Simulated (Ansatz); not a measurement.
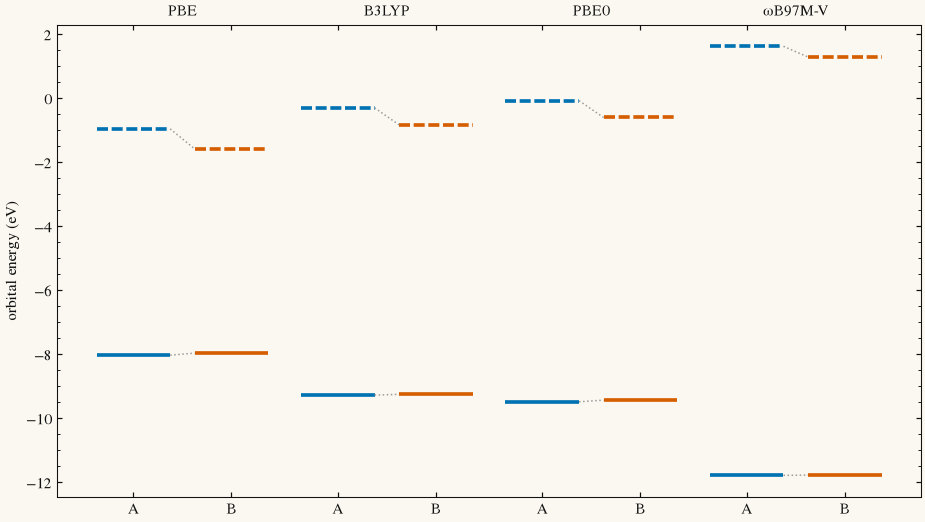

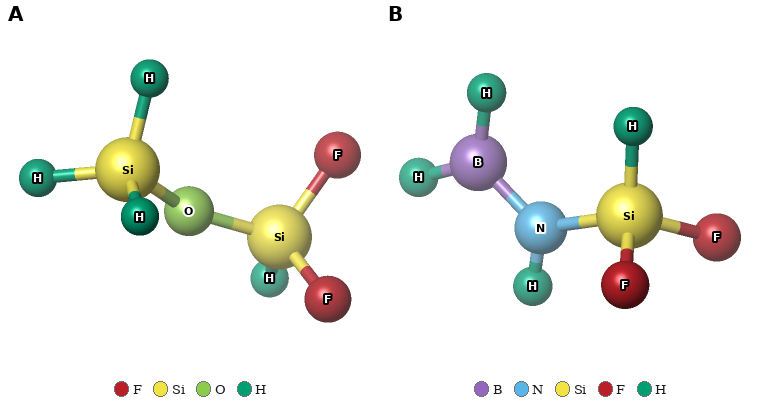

One change: A, Si₂H₄OF₂ (SMILES F[SiH](F)O[SiH3]), becomes B, BSiNH₄F₂ (SMILES BN[SiH](F)F). SiH₃O (bound through O) on Si is replaced by BNH₃ (bound through N). HOMO (solid) and LUMO (dashed) computed in def2-TZVPP at PBE0-D4/def2-TZVP geometries, both minima by their frequencies, gas phase, the Ansatz code 0.2.0. Empty levels above zero depend strongly on the basis.

Q: What does the change do to HOMO and LUMO?

A: PBE: the HOMO rises by 0.07 eV, the LUMO falls by 0.63 eV, and the separation goes from 7.07 to 6.38 eV. B3LYP: the HOMO rises by 0.03 eV, the LUMO falls by 0.53 eV, and the separation goes from 8.98 to 8.42 eV. PBE0: the HOMO rises by 0.05 eV, the LUMO falls by 0.53 eV, and the separation goes from 9.41 to 8.83 eV. ωB97M-V: the HOMO hardly moves, the LUMO falls by 0.33 eV, and the separation goes from 13.41 to 13.07 eV.

Q: Do the functionals agree on the effect?

A: They agree on the direction for both levels; the HOMO shift lies between 0.01 and 0.07 eV and the LUMO shift between −0.63 and −0.33 eV, while the separations themselves differ by up to 6.7 eV between functionals.

Caveats: one conformer of each flexible molecule.
